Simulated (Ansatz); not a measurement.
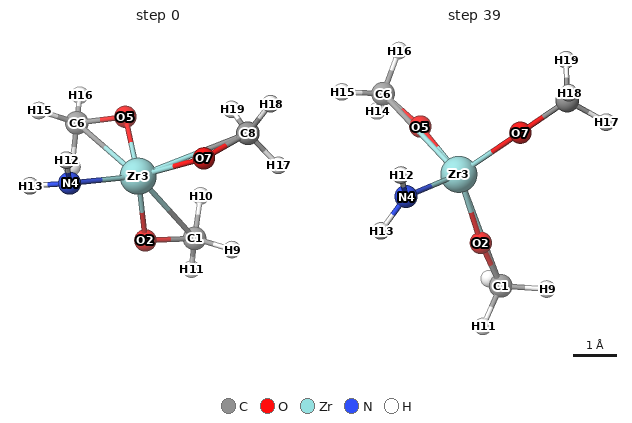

The structure of C₃H₁₁NO₃Zr before (left) and after (right) a relaxation, at one scale.

Style: ball-and-stick. Shown from a free direction.

The start comes from GFN2-xTB.

Level of theory: RKS PBE0-D4/def2-TZVP in Ansatz 0.2.0. Settings: force threshold 0.005 eV/Å; at most 150 steps.

> Describe what moved and what it gained.

H10 moves most after the best rigid fit: 2.20 Å. Largest moves by element: H 2.20 Å, C 1.16 Å, O 0.83 Å, N 0.58 Å, Zr 0.36 Å. Among the contacts that change: C1–Zr3 2.754 → 3.301 Å, Zr3–C6 2.797 → 3.298 Å, Zr3–C8 2.811 → 3.301 Å, O2–Zr3 1.905 → 1.927 Å. Among the angles between lasting bonds that change: C1–O2–Zr3 112.0° → 169.8°, Zr3–O7–C8 116.0° → 169.9°, Zr3–O5–C6 114.7° → 167.7°. The energy falls by 21.0 kcal/mol in 36 accepted moves (39 points after the start). Largest force component: 1.4 eV/Å at the start, 0.0019 eV/Å at the end. The line search rejected the trial steps at points 27, 30, 32 of the run. The forces were under the threshold at step 23, but the run went on from there.
